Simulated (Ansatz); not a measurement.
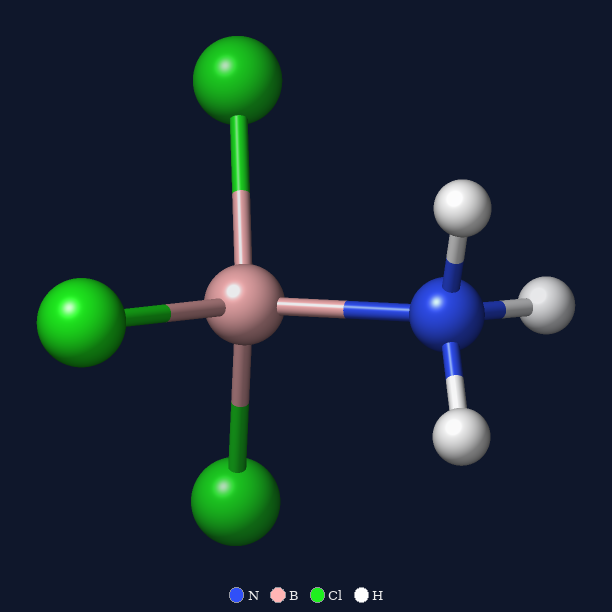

The picture shows a molecular structure as a ball-and-stick model. Every bond is drawn as one stick, whatever its order.

Computed geometry: PBE0-D4/def2-TZVP optimisation.

> Which formula does it have?

BCl3H3N, 8 atoms: 1 boron, 3 chlorine, 3 hydrogen and 1 nitrogen.

> Give a SMILES string for it.

[NH3+][B-](Cl)(Cl)Cl

> How many sets of symmetry-equivalent atoms are there?

4: 1 N, 1 B, 3 Cl, 3 H.

> How many bonds of each kind are drawn?

3 B–Cl, 3 N–H, 1 B–N.

The parts below concern this one geometry. Atoms keep their numbers from picture to picture.

### Charges

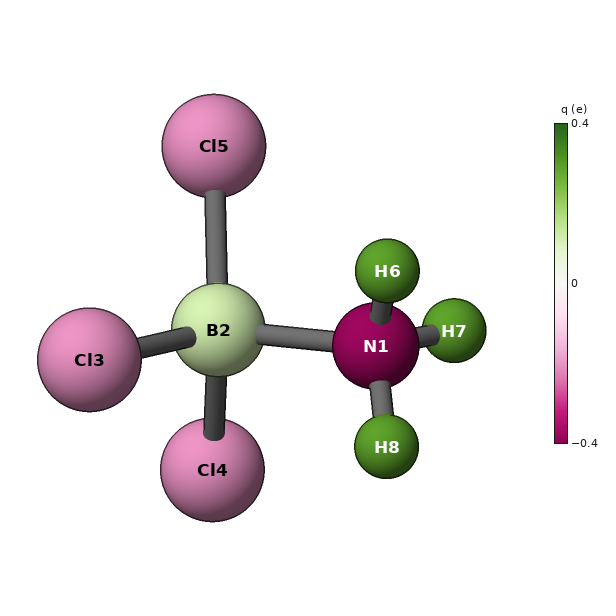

Atoms are coloured by their Mulliken charges. Method: RKS PBE0-D4/def2-TZVP (Ansatz 0.2.0).

> Which atom carries the highest charge (most positive or least negative)?

H6, H7, H8 (0.30 e).

> And the lowest?

N1 (−0.38 e).

List the Mulliken charges.

```tsv
atom	value (e)
N1	−0.38
B2	0.12
Cl3	−0.21
Cl4	−0.21
Cl5	−0.21
H6	0.30
H7	0.30
H8	0.30
```

### Thermal motion

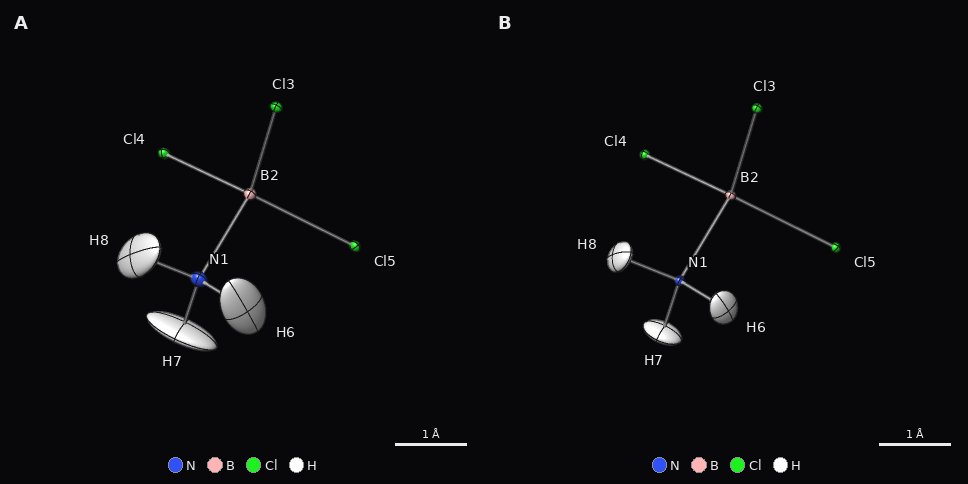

Displacement ellipsoids at the 50 % level, from the internal vibrations of the free molecule (harmonic, no overall translation or rotation; no half-axis is drawn under 0.075 Å). Vibrations computed with RKS PBE0-D4/def2-TZVP (Ansatz 0.2.0). One panel is for 0 K (zero-point motion alone), the other for 600 K.

> Which panel is for 600 K?

A.

> How much does the mean-square displacement of H7 grow, and why?

U_eq goes from 0.0215 to 0.0599 Å², a factor of 2.8. Modes below kT (417 cm⁻¹ at 600 K) grow about in proportion to T, and the lowest lies at 202 cm⁻¹; the mean-square amplitude of a mode is its zero-point value times coth(ħω/2kT), which comes close to 1 only above about 3kT.

### Levels of theory compared

Program: Ansatz 0.2.0.

Compare HOMO energy (eV), dipole (D) at these levels: B3LYP-D4/def2-TZVPP; PBE-D4/def2-TZVPP; r2SCAN-D4/def2-TZVPP; ωB97M-V/def2-TZVPP.

```tsv
level	HOMO energy (eV)	dipole (D)
B3LYP-D4/def2-TZVPP	−7.74	6.10
PBE-D4/def2-TZVPP	−6.63	5.98
r2SCAN-D4/def2-TZVPP	−6.98	6.15
ωB97M-V/def2-TZVPP	−10.28	6.14
```

Mulliken values depend strongly on the basis set and can even reverse the polarity of a bond.
